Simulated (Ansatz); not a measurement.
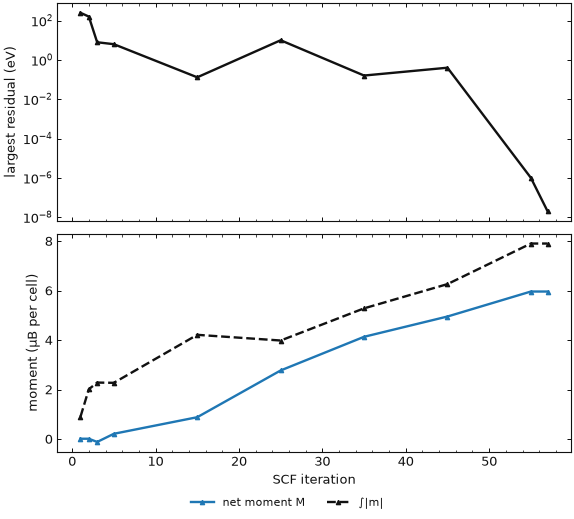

Figure. SCF iterations of a calculation: largest residual, magnetic moments. MnGa₃As₄ (P1, 16 atoms in the cell); Ansatz development build ahead of 0.2.0, DFT, PBE, norm-conserving potentials, plane waves, scalar-relativistic; cutoff 1306.15 eV, 1×1×1 k-mesh, Fermi–Dirac smearing of 0.1 eV, collinear spins. Setting under test: symmetry off, default search for lower states. Only some iterations were kept.

It converged, after 57 iterations. The residual falls unevenly and jumps up by a factor of two or more twice between kept points, most sharply before step 25 (by a factor of about 80). The residual starts near 200 and ends near 2 × 10⁻⁸ eV. The net moment doesn't settle. Over the last points it still swings between 2.8 and 6.0 μB per cell.
